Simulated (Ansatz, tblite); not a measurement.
**In9Sb9 wurtzite hole sphere (In₉Sb₉H₂₄): a ladder of methods and basis sets**

How do method and basis change the picture of In9Sb9 wurtzite hole sphere (In₉Sb₉H₂₄) (singlet)?

Computed with Ansatz 0.2.0, Gaussian basis. Level: as each input shows.

Levels to be run: GFN1-xTB, GFN2-xTB, PBE-D4/def2-TZVP, r2SCAN-D4/def2-TZVP, PBE-D4/def2-SVP, PBE0-D4/def2-SVP.

1 further run of the same task is left out (set aside as unsound or not needed). Runs told in other sessions of the task aren't counted.

**1. The structure**

The singlet was relaxed beforehand with PBE-D4/def2-SVP.

42 atoms, charge 0, spin multiplicity 1.

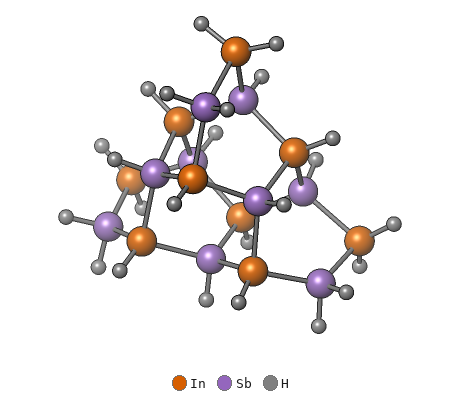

The geometry (indium orange, antimony purple, hydrogen grey).

In, Sb take a core potential in the def2 sets. No spin-orbit coupling is included.

PBE0-D4/def2-TZVP was run before; its log isn't repeated, and its numbers join the tables.

**2. GFN1-xTB**

Tight binding, by tblite at 300 K electronic temperature and without a spin-polarisation term:

```python
tblite.interface.Calculator('GFN1-xTB', numbers, positions, charge=0, uhf=0).singlepoint()
```

Energy -1350.9349 eV, HOMO -9.49 eV, LUMO -7.62 eV; 0.29 s.

**3. GFN2-xTB**

Tight binding, by tblite at 300 K electronic temperature and without a spin-polarisation term:

```python
tblite.interface.Calculator('GFN2-xTB', numbers, positions, charge=0, uhf=0).singlepoint()
```

Energy -1173.6238 eV, HOMO -10.32 eV, LUMO -7.81 eV; 0.42 s.

**4. PBE-D4/def2-TZVP**

start.molden holds the orbitals of an earlier run on this state, given as this run's starting guess.

Contents of in.yaml:

```yaml
crystal:
  periodic: [false, false, false]
  atoms:
    - {symbol: In, position_ang: [0.002285, -5.538611, -1.794570]}
    - {symbol: Sb, position_ang: [-0.001902, -5.158644, 1.136591]}
    - {symbol: Sb, position_ang: [0.000872, -2.679166, -2.181791]}
    - {symbol: In, position_ang: [-2.421715, -1.400498, -1.404926]}
    - {symbol: In, position_ang: [0.000776, -2.698293, 2.629882]}
    - {symbol: Sb, position_ang: [-2.162778, -1.247990, 1.463239]}
    - {symbol: Sb, position_ang: [-2.315795, 1.336528, -2.183756]}
    - {symbol: In, position_ang: [-4.792278, 2.766745, -1.799374]}
    - {symbol: In, position_ang: [-2.334915, 1.352202, 2.627691]}
    - {symbol: Sb, position_ang: [-4.464204, 2.581618, 1.132524]}
    - {symbol: In, position_ang: [2.423934, -1.399561, -1.406437]}
    - {symbol: Sb, position_ang: [2.165230, -1.249305, 1.462507]}
    - {symbol: Sb, position_ang: [2.319958, 1.337194, -2.184883]}
    - {symbol: In, position_ang: [0.002018, 2.797157, -1.407353]}
    - {symbol: In, position_ang: [2.340341, 1.349719, 2.628059]}
    - {symbol: Sb, position_ang: [0.003560, 2.500338, 1.460901]}
    - {symbol: In, position_ang: [4.797133, 2.766426, -1.799277]}
    - {symbol: Sb, position_ang: [4.470695, 2.577349, 1.132162]}
    - {symbol: H, position_ang: [-1.571201, -6.186608, -2.138038]}
    - {symbol: H, position_ang: [1.578047, -6.184119, -2.132514]}
    - {symbol: H, position_ang: [-1.272696, -6.070725, 1.853042]}
    - {symbol: H, position_ang: [1.260855, -6.078224, 1.857902]}
    - {symbol: H, position_ang: [-0.000212, -2.438907, -3.888880]}
    - {symbol: H, position_ang: [-3.881285, -2.242450, -1.858987]}
    - {symbol: H, position_ang: [0.000471, -2.884287, 4.362354]}
    - {symbol: H, position_ang: [-3.556472, -2.050938, 2.077218]}
    - {symbol: H, position_ang: [-2.105791, 1.215182, -3.890302]}
    - {symbol: H, position_ang: [-6.139864, 1.725755, -2.138052]}
    - {symbol: H, position_ang: [-4.565377, 4.453224, -2.142988]}
    - {symbol: H, position_ang: [-2.493552, 1.444229, 4.360246]}
    - {symbol: H, position_ang: [-5.891212, 1.944322, 1.851987]}
    - {symbol: H, position_ang: [-4.623538, 4.137557, 1.849509]}
    - {symbol: H, position_ang: [3.882873, -2.242840, -1.859942]}
    - {symbol: H, position_ang: [3.558491, -2.054143, 2.074938]}
    - {symbol: H, position_ang: [2.110595, 1.216045, -3.891482]}
    - {symbol: H, position_ang: [0.001874, 4.481724, -1.863211]}
    - {symbol: H, position_ang: [2.500793, 1.443667, 4.360375]}
    - {symbol: H, position_ang: [0.003737, 4.109628, 2.072734]}
    - {symbol: H, position_ang: [6.144501, 1.726291, -2.140654]}
    - {symbol: H, position_ang: [4.569730, 4.453435, -2.139745]}
    - {symbol: H, position_ang: [5.897735, 1.937455, 1.849766]}
    - {symbol: H, position_ang: [4.632984, 4.132518, 1.850333]}
basis:
  gaussian: {orbitals: def2-TZVP, fitting: {mean_field: def2-universal-jkfit}, initial_orbitals: start.molden}
hamiltonian: {xc: pbe, dispersion: d4}
scf: {omitted_lower_state_checks: [starts]}
output: {orbitals: {seedname: orbitals}}
```

The run is started by

```sh
> ansatz run in.yaml --threads 5 --pin off --events-out ev --progress --plain --max-ram 66560MiB --backend cuda --devices 0, --max-vram 37GiB
```

Log:

```text
Functional definition: PBE
  name "PBE"
  cite "Perdew, Burke & Ernzerhof, Phys. Rev. Lett. 77, 3865 (1996) doi:10.1103/PhysRevLett.77.3865"
  parent pbe
  parameter kappa = 0.804
  parameter beta = 0.06672455060314922
  exchange = pbe_x(kappa = kappa, mu = beta*pi^2/3)
  correlation = pbe_c(beta = beta)
these checks for a lower state are left out or cut short: starts
4356 factors; integrals over basis functions are off by at most 6.9e-1 eV
mean field evaluation 1: about -105802.6433 eV, gradient 1.8e1 eV
mean field evaluation 2: about -105803.3939 eV, gradient 8.1e-1 eV
mean field evaluation 4: about -105803.4078 eV, gradient 7.3e-2 eV
mean field -105803.40777715 eV, -3888.2035196845 hartree, gradient 5.6e-5 eV, S^2 0.000000; 0 other end points of the search recorded, 0 dependent functions left out
reference -105803.40795651 eV, -3888.2035262759 hartree; 210, 210 occupied and 834, 834 virtual orbitals, 4356 factors
Total energy: -105806.59632041 eV, -3888.3206964884 hartree
Checks for a lower state left out: starts
```

Wall time 11 s (1 × H100 (card shared with other runs) with 5 threads of AMD EPYC 7R13, shared host); peak host memory 1.3 GiB.

From the report: HOMO -5.70 eV, LUMO -2.84 eV.

**5. r2SCAN-D4/def2-TZVP**

Changes to in.yaml since step 4:

```diff
@@ -47,3 +47,3 @@
   gaussian: {orbitals: def2-TZVP, fitting: {mean_field: def2-universal-jkfit}, initial_orbitals: start.molden}
-hamiltonian: {xc: pbe, dispersion: d4}
+hamiltonian: {xc: r2scan, dispersion: d4}
 scf: {omitted_lower_state_checks: [starts]}
```

The command is unchanged.

Log:

```text
Functional definition: r2SCAN
  name "r2SCAN"
  cite "Furness, Kaplan, Ning, Perdew & Sun, J. Phys. Chem. Lett. 11, 8208 (2020) doi:10.1021/acs.jpclett.0c02405"
  cite "Furness, Kaplan, Ning, Perdew & Sun, J. Phys. Chem. Lett. 11, 9248 (2020) doi:10.1021/acs.jpclett.0c03077"
  parent r2scan
  parameter k0 = 0.174
  parameter k1 = 0.065
  parameter a1 = 4.9479
  exchange = r2scan_x(k0 = k0, k1 = k1, a1 = a1)
  correlation = r2scan_c
these checks for a lower state are left out or cut short: starts
4356 factors; integrals over basis functions are off by at most 6.9e-1 eV
mean field evaluation 1: about -105846.1973 eV, gradient 1.4e1 eV
mean field evaluation 2: about -105846.5282 eV, gradient 3.6e-1 eV
mean field evaluation 4: about -105846.5595 eV, gradient 1.0e-3 eV
mean field -105846.55946475 eV, -3889.7893149548 hartree, gradient 1.9e-5 eV, S^2 0.000000; 0 other end points of the search recorded, 0 dependent functions left out
reference -105846.55952360 eV, -3889.7893171173 hartree; 210, 210 occupied and 834, 834 virtual orbitals, 4356 factors
Total energy: -105847.41817407 eV, -3889.8208719403 hartree
Checks for a lower state left out: starts
```

It took 13 s on 1 × H100 (card shared with other runs) with 5 threads of AMD EPYC 7R13, shared host; peak host memory 1.4 GiB.

Report: HOMO -5.90 eV, LUMO -2.68 eV.

**6. PBE-D4/def2-SVP**

Changes to in.yaml since step 5:

```diff
@@ -46,4 +46,4 @@
 basis:
-  gaussian: {orbitals: def2-TZVP, fitting: {mean_field: def2-universal-jkfit}, initial_orbitals: start.molden}
-hamiltonian: {xc: r2scan, dispersion: d4}
+  gaussian: {orbitals: def2-SVP, fitting: {mean_field: def2-universal-jkfit}, initial_orbitals: start.molden}
+hamiltonian: {xc: pbe, dispersion: d4}
 scf: {omitted_lower_state_checks: [starts]}
```

Launched as before.

Log:

```text
Functional definition: PBE
  name "PBE"
  cite "Perdew, Burke & Ernzerhof, Phys. Rev. Lett. 77, 3865 (1996) doi:10.1103/PhysRevLett.77.3865"
  parent pbe
  parameter kappa = 0.804
  parameter beta = 0.06672455060314922
  exchange = pbe_x(kappa = kappa, mu = beta*pi^2/3)
  correlation = pbe_c(beta = beta)
these checks for a lower state are left out or cut short: starts
4356 factors; integrals over basis functions are off by at most 3.5e-1 eV
mean field evaluation 1: about -105797.3056 eV, gradient 8.8e1 eV
mean field evaluation 2: about -105799.1995 eV, gradient 3.0e0 eV
mean field evaluation 4: about -105799.2728 eV, gradient 7.6e-2 eV
mean field -105799.27287339 eV, -3888.0515647741 hartree, gradient 6.0e-5 eV, S^2 0.000000; 0 other end points of the search recorded, 0 dependent functions left out
reference -105799.27302474 eV, -3888.0515703364 hartree; 210, 210 occupied and 378, 378 virtual orbitals, 4356 factors
Total energy: -105802.46138865 eV, -3888.1687405488 hartree
Checks for a lower state left out: starts
```

Run time: 7 s. Hardware: 1 × H100 (card shared with other runs) with 5 threads of AMD EPYC 7R13, shared host; peak host memory 1.2 GiB.

Report: HOMO -5.64 eV, LUMO -2.74 eV.

**7. PBE0-D4/def2-SVP**

Changes to in.yaml since step 6:

```diff
@@ -47,3 +47,3 @@
   gaussian: {orbitals: def2-SVP, fitting: {mean_field: def2-universal-jkfit}, initial_orbitals: start.molden}
-hamiltonian: {xc: pbe, dispersion: d4}
+hamiltonian: {xc: pbe0, dispersion: d4}
 scf: {omitted_lower_state_checks: [starts]}
```

Launched as before.

Log:

```text
Functional definition: PBE0
  name "PBE0"
  cite "Adamo & Barone, J. Chem. Phys. 110, 6158 (1999) doi:10.1063/1.478522"
  cite "Perdew, Burke & Ernzerhof, Phys. Rev. Lett. 77, 3865 (1996) doi:10.1103/PhysRevLett.77.3865"
  parent pbe
  parameter a = 0.25
  parameter kappa = 0.804
  parameter beta = 0.06672455060314922
  exchange = (1 - a)*pbe_x(kappa = kappa, mu = beta*pi^2/3) + a*exact_x
  correlation = pbe_c(beta = beta)
these checks for a lower state are left out or cut short: starts
4356 factors; integrals over basis functions are off by at most 3.5e-1 eV
mean field evaluation 1: about -105802.3283 eV, gradient 8.7e1 eV
mean field evaluation 2: about -105803.6096 eV, gradient 1.2e0 eV
mean field evaluation 4: about -105803.6183 eV, gradient 3.5e-2 eV
mean field -105803.61834820 eV, -3888.2112580280 hartree, gradient 1.8e-5 eV, S^2 0.000000; 0 other end points of the search recorded, 0 dependent functions left out
reference -105803.61846063 eV, -3888.2112621599 hartree; 210, 210 occupied and 378, 378 virtual orbitals, 4356 factors
Total energy: -105806.57289500 eV, -3888.3198356203 hartree
Checks for a lower state left out: starts
```

Wall time 9 s (1 × H100 (card shared with other runs) with 5 threads of AMD EPYC 7R13, shared host); peak host memory 1.2 GiB.

Report: HOMO -6.49 eV, LUMO -2.12 eV.

**8. Comparison**

| level | functions | HOMO (eV) | LUMO (eV) | gap (eV) | time |
| --- | --- | --- | --- | --- | --- |
| PBE-D4/def2-SVP | 588 | -5.64 | -2.74 | 2.90 | 7 s |
| PBE-D4/def2-TZVP | 1044 | -5.70 | -2.84 | 2.86 | 11 s |
| r2SCAN-D4/def2-TZVP | 1044 | -5.90 | -2.68 | 3.23 | 13 s |
| PBE0-D4/def2-SVP | 588 | -6.49 | -2.12 | 4.37 | 9 s |
| PBE0-D4/def2-TZVP | 1044 | -6.52 | -2.19 | 4.33 | 19 s |

**9. Binding energy**

Free atoms were run apart at each level; binding is atoms less cluster, divided by the number of atoms, without zero-point or spin-orbit terms.

| level | binding an atom (eV) |
| --- | --- |
| PBE-D4/def2-SVP | 2.189 |
| PBE-D4/def2-TZVP | 2.207 |
| r2SCAN-D4/def2-TZVP | 2.201 |
| PBE0-D4/def2-SVP | 2.179 |
| PBE0-D4/def2-TZVP | 2.200 |

**10. Summary of results**

| quantity | value |
| --- | --- |
| gap in def2-TZVP, named functionals, smallest and largest | 2.86 eV (PBE-D4), 4.33 eV (PBE0-D4) |
| binding an atom, functionals in def2-TZVP | 2.20 (PBE0-D4) to 2.21 eV (PBE-D4) |
| PBE0 total energy, smallest basis above largest | 3.59 eV (def2-SVP, def2-TZVP) |

**Reading.** Over the named functionals in def2-TZVP the gap runs from 2.86 eV (PBE-D4) to 4.33 eV (PBE0-D4); exact exchange widens it.

The slowest run with a step of its own, r2SCAN-D4/def2-TZVP, took 13 s; the quickest functional in def2-TZVP took 11 s (shared host).
